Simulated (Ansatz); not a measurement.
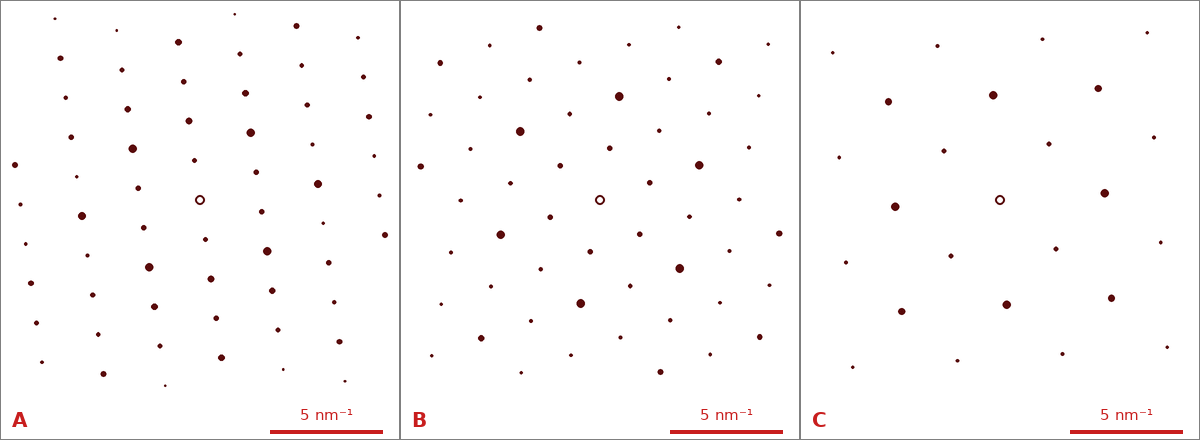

Kinematic electron diffraction patterns (300 kV, B = 0.5 Å², same scale, each along a low-index zone) of three structures of composition GaSb2, each relaxed at zero pressure with DFT PBE, scalar-relativistic, plane waves, PAW in Ansatz 0.2.0.

The structures (standard cells):
1. Pn-3m (No. 224), a = 5.971 Å, 6 atoms; generated start, possibly hypothetical
2. I4/mmm (No. 139), a = 3.733 Å, c = 11.159 Å, 6 atoms; generated start, possibly hypothetical
3. P4/nmm (No. 129), a = 4.226 Å, c = 9.006 Å, 6 atoms; generated start, possibly hypothetical

Question: Which pattern belongs to which structure, and along which zone?

Answer: A is structure 2 along [100] or an equivalent direction: centred rectangular net of 0 0 2 at d = 5.58 Å and 0 1 1 at d = 3.54 Å, 71.5° apart. B is structure 1 along [111] or an equivalent direction: hexagonal net of -1 1 0 at d = 4.22 Å and -1 0 1 at d = 4.22 Å, 60.0° apart. C is structure 3 along [001]: square net of 1 -1 0 at d = 2.99 Å and 1 1 0 at d = 2.99 Å, 90.0° apart (some points of this net are extinct or too weak to see).

Question: Which structure lies lowest at this level of theory, and by how much?

Answer: Structure 2 (I4/mmm, 25.91 Å³ an atom) is the lowest of these; structure 3 (P4/nmm, 26.81 Å³ an atom) lies about 49 meV an atom higher; structure 1 (Pn-3m, 35.49 Å³ an atom) lies about 570 meV an atom higher. These are static energies at 0 K; other structures, not shown, may lie lower still.
